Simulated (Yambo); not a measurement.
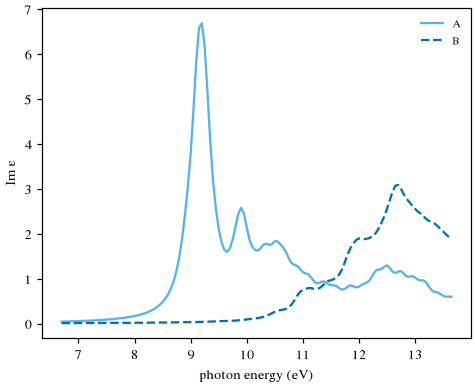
Two computed absorption spectra of SiO$_{2}$ (space group I-42d, No. 122) (Yambo, PBEsol bands with the same scissor, field along x)

Axes are Cartesian, with cell vectors (Å) (-2.48, 2.48, 3.66), (2.48, -2.48, 3.66), (2.48, 2.48, -3.66).

Problem. Which curve includes the electron-hole attraction (BSE), and where are its main peaks?

Solution. Curve A: the attraction moves weight to lower energy (centre of the plotted range 10.4 eV against 12.4 eV). Its peaks lie at 9.2 eV, 9.9 eV, 12.5 eV. Settings: 6×6×6 mesh, 8 valence and 5 conduction bands, static screening with 49 bands and a 3 Ry block, scissor 2.99 eV, Tamm-Dancoff. The scissor comes from a G0W0 run whose convergence isn't established. Broadening 0.15 eV. The band window holds all transitions up to 14.1 eV. Fine structure above the onset can come from the mesh.

Geometry of the Materials Project entry, not relaxed at this level; primitive cell a = b = c = 5.063 Å, α = β = 121.42°, γ = 87.56°.

This is not the ordinary phase of the substance; no match was found in the copy of COD used, and its stability was not checked.
